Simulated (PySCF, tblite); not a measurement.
# C4H9BO2Si: geometry, infrared bands and NMR shifts

Wanted: the infrared bands and NMR shifts of C4H9BO2Si (`B[Si@]1(OC)COC1=C`), by calculation.

The runs use tblite 0.8.0 and PySCF 2.14.0, with density-fitted response routines of our own; the level of theory stands in each step. All values are computed, except where a source is named. Atoms count from 0, in the outputs and in this text.

### Step 1. The molecule as given

17 atoms, charge 0, multiplicity 1; geometry from: force field or distance geometry start.

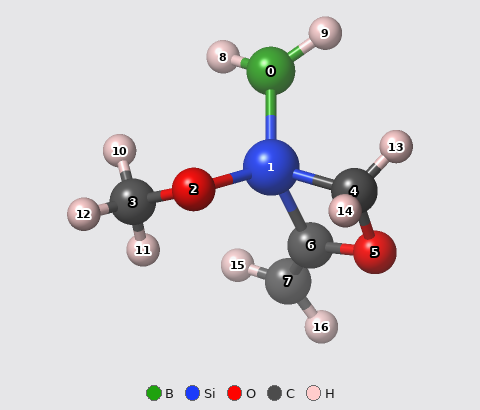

As it starts; boron green, silicon blue, oxygen red, carbon dark grey, hydrogen pink, atoms numbered.

### Step 2. Relaxing the molecule with GFN2-xTB

Job settings and geometry (Å):

```
{"job": {"kind": "relax", "xc": "GFN2-xTB", "basis": "xTB"}, "charge": 0, "multiplicity": 1}
B     -0.139500     0.194200     2.207500
Si    -0.483300     0.350100     0.290800
O      0.183300     1.722100    -0.514100
C      1.573400     1.615500    -0.567500
C     -2.093700    -0.033800    -0.203800
O     -1.820000    -1.228300    -0.942700
C     -0.393500    -1.216000    -0.665900
C      0.608100    -2.028700    -0.974600
H      0.968700     0.162800     2.606000
H     -1.036000    -0.107800     2.934800
H      2.011100     1.577300     0.461600
H      1.886200     0.718400    -1.151000
H      1.980300     2.505900    -1.056500
H     -2.758700    -0.244800     0.645800
H     -2.509500     0.758300    -0.880500
H      1.605800    -1.818100    -0.633600
H      0.410300    -2.915100    -1.566400
```

Command:

```
> OMP_NUM_THREADS=1 python probes_run.py task.json out
```

This one command runs all jobs of the session in turn.

**Question.** This job is followed by: GFN2-xTB harmonic vibrations, gas phase; GIAO PBE0/pcSseg-1 NMR shielding, non-relativistic, gas phase. What will the session give for the following? strongest single infrared mode (GFN2-xTB); zero-point energy (GFN2-xTB); ¹³C shifts against TMS (PBE0/pcSseg-1); ¹H shifts against TMS (PBE0/pcSseg-1, means over atoms taken as alike); ¹¹B shifts against BF3·OEt2 (PBE0/pcSseg-1); ²⁹Si shifts against TMS (PBE0/pcSseg-1); ¹⁷O shifts against H2O (PBE0/pcSseg-1).

As calculated:

```
                                                              quantity                                    value
                             strongest single infrared mode (GFN2-xTB)                    1125 cm⁻¹, 149 km/mol
                                          zero-point energy (GFN2-xTB)                            77.6 kcal/mol
                                ¹³C shifts against TMS (PBE0/pcSseg-1)             180.7, 100.1, 71.6, 53.5 ppm
¹H shifts against TMS (PBE0/pcSseg-1, means over atoms taken as alike)  10.13, 4.85, 4.66, 4.40, 4.17, 3.99 ppm
                           ¹¹B shifts against BF3·OEt2 (PBE0/pcSseg-1)                                105.2 ppm
                               ²⁹Si shifts against TMS (PBE0/pcSseg-1)                                 12.1 ppm
                                ¹⁷O shifts against H2O (PBE0/pcSseg-1)                          163.5, 20.7 ppm
```

Over 109 steps the energy fell by 1.278 eV; of the close pairs, Si1–C4 changed most, 1.728 to 1.931 Å. No mode is imaginary among the 45: a minimum at this level. GFN2-xTB is a fitted tight-binding method: band positions and strengths are rough. Its intensities can rank the bands wrongly. C6 (alkene carbon bearing oxygen) lies farthest downfield among carbon, at 180.7 ppm; an sp2 carbon further deshielded by the attached heteroatom. At PBE0/pcSseg-1: Shielding is most anisotropic at B0 (span 268 ppm, paramagnetic term -206 ppm).
